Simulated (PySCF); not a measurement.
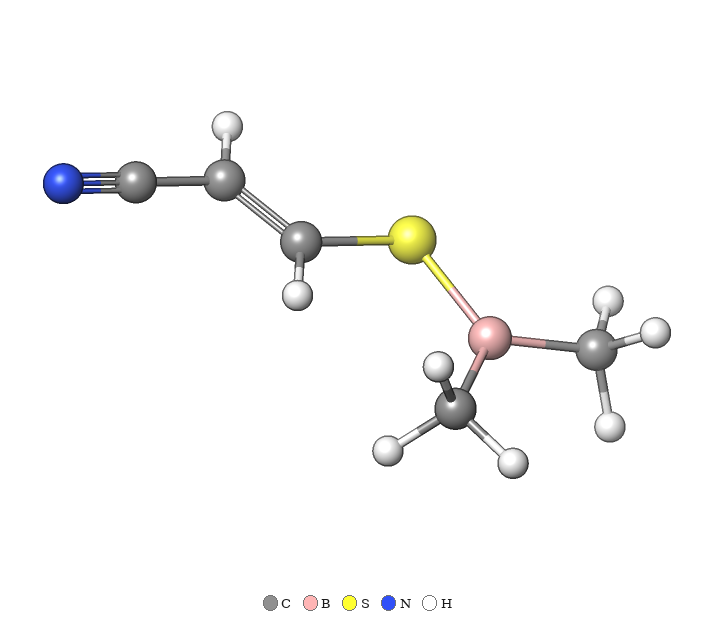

A ball-and-stick model of a molecule. Multiple sticks mark multiple bonds (one Kekulé form).

The computed structure is the end point of a GFN2-xTB optimisation. No frequency run is at hand to confirm it as a minimum.

Question: What is the molecular formula?

Answer: C5H8BNS, 16 atoms: 5 carbon, 8 hydrogen, 1 boron, 1 nitrogen and 1 sulfur.

Question: Write the SMILES.

Answer: CB(C)S/C=C/C#N

Question: How many bonds of each kind are drawn?

Answer: 8 C–H, 2 C–B, 2 C–C, 1 B–S, 1 C–S, 1 C–N.

Question: Name some functional groups or characteristic bonds that it holds.

Answer: Among them: nitrile, alkene.

The parts below concern this one geometry. Atoms keep their numbers from picture to picture.

### Geometry

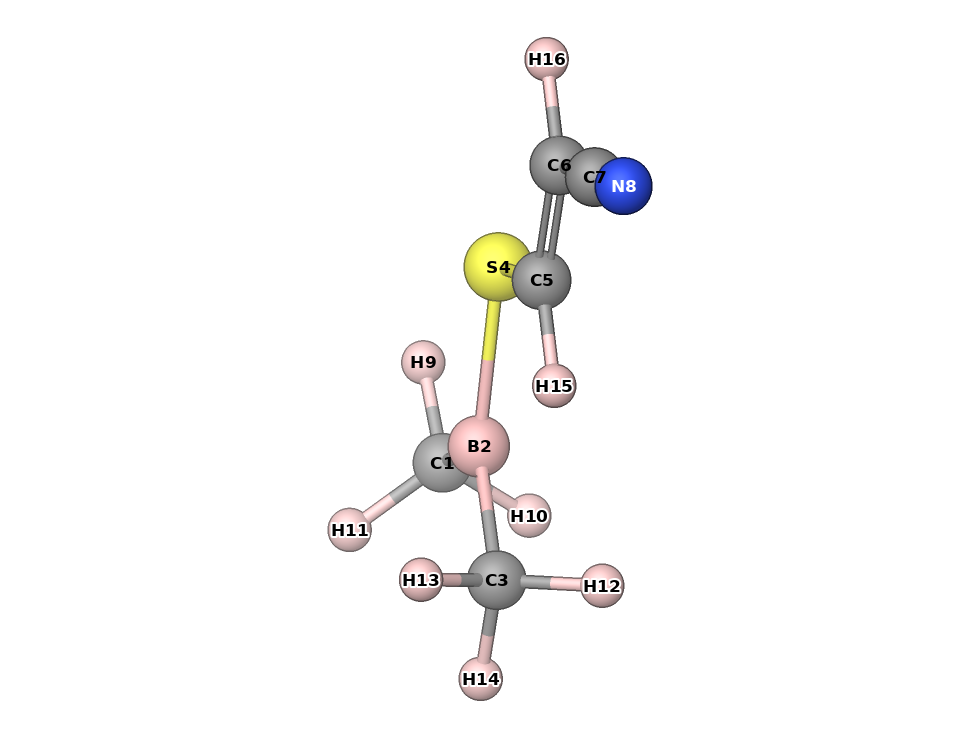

S4 lies behind C5. The molecule seen a little off the C5–S4 bond, C5 in front. Depth is shown by fading: the farther an atom, the more it takes the colour of the background. No frequency run is at hand to confirm it as a minimum.

Question: What is the torsion angle C6–C5–S4–B2? The sign is positive where the front bond must turn clockwise to cover the back bond.

Answer: −178°, antiperiplanar (anti).

### Dipole moment

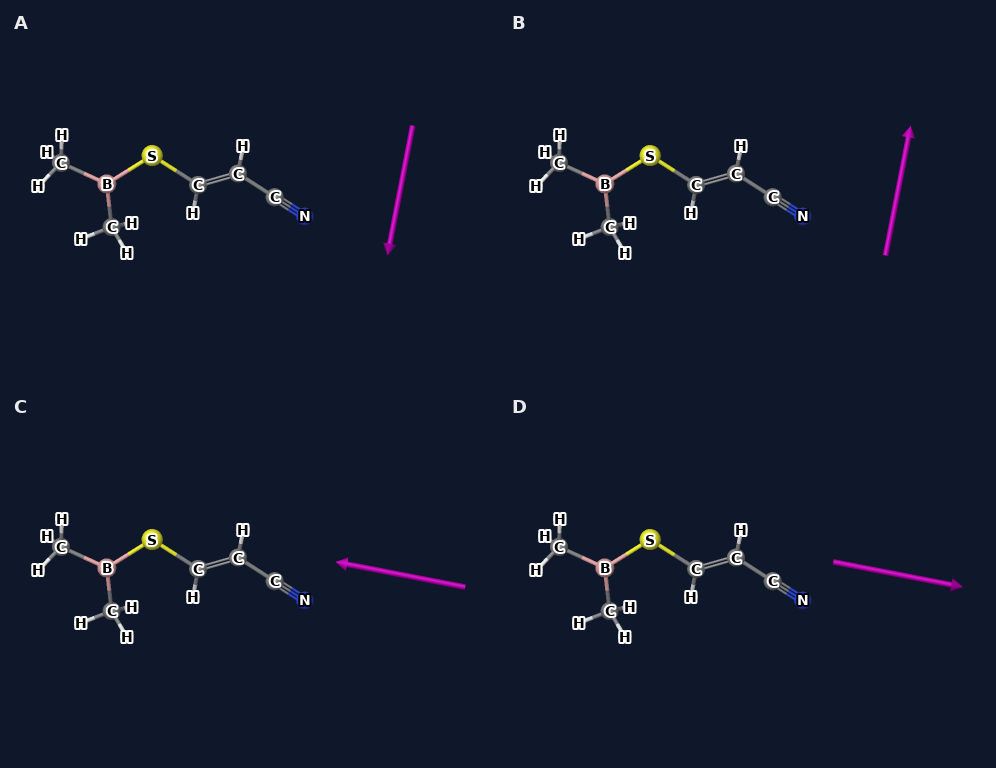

The same molecule four times, each with an arrow. No frequency run is at hand to confirm it as a minimum. Level of theory: PBE0/def2-SVPD, gas phase (PySCF 2.14.0).

Question: Which arrow points along the dipole moment, from the negative to the positive end?

Answer: C. The dipole moment is 4.52 D.

### Polarisability

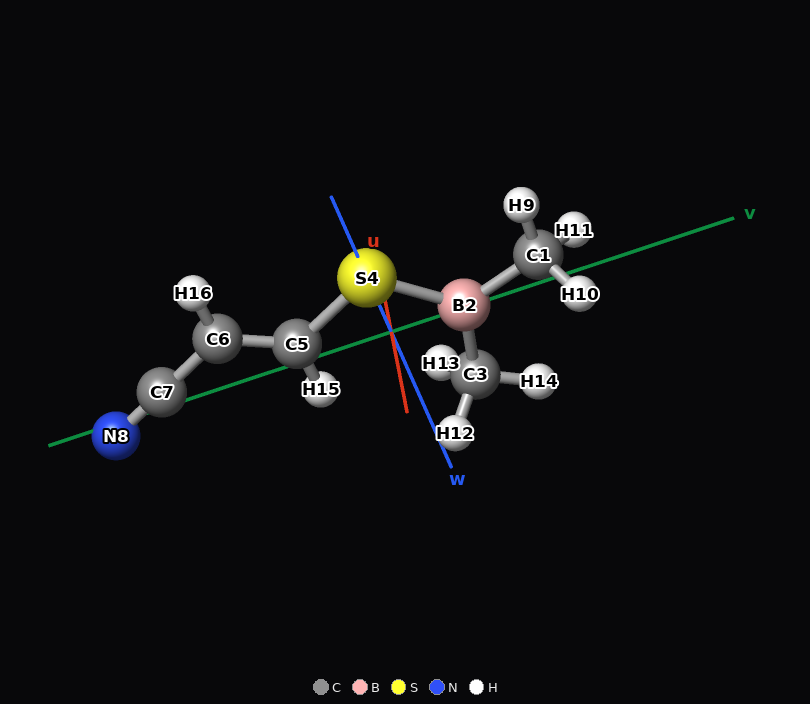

The lines u, v and w are the principal axes of the static dipole polarisability. No frequency run is at hand to confirm it as a minimum. Computed with PBE0/def2-SVPD (PySCF 2.14.0).

Question: Along which axis is the molecule most polarisable, and along which least?

Answer: Most along v (close to the long direction C1···N8), least along u.

Question: Give the three principal values.

Answer: u 66.5, v 169.5, w 89.8 bohr³; mean 108.6, anisotropy 93.6 bohr³.

### Excitation

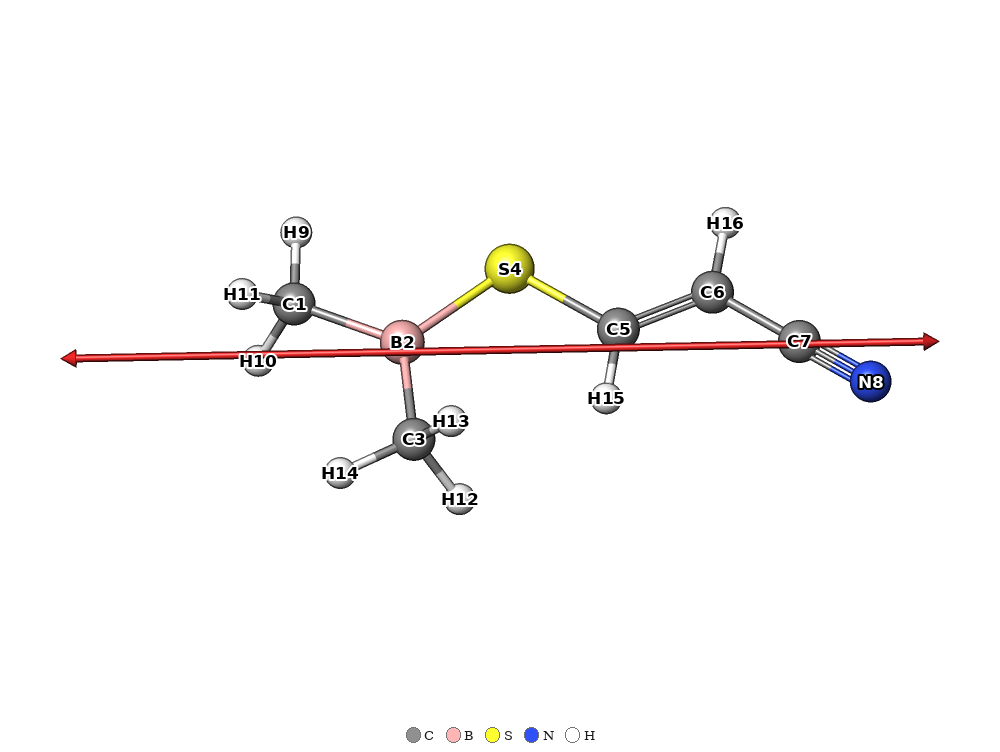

The double arrow shows the direction of the transition dipole to excited singlet state 1 (its length means nothing). No frequency run is at hand to confirm it as a minimum. Method: TDDFT PBE0/def2-SVPD, vertical, gas phase, core orbitals frozen in the response (PySCF 2.14.0).

Question: How is the transition polarised?

Answer: Close to the long direction C1···N8.

Question: Give its energy, strength and character.

Answer: 4.96 eV (250 nm), oscillator strength 0.61, mainly HOMO → LUMO (weight 0.95); transition dipole 5.71 D.

The geometry is semi-empirical. Around B such bond lengths and angles can be off by a tenth of an ångström or more and by several degrees, and values that hang on the shape move with them.
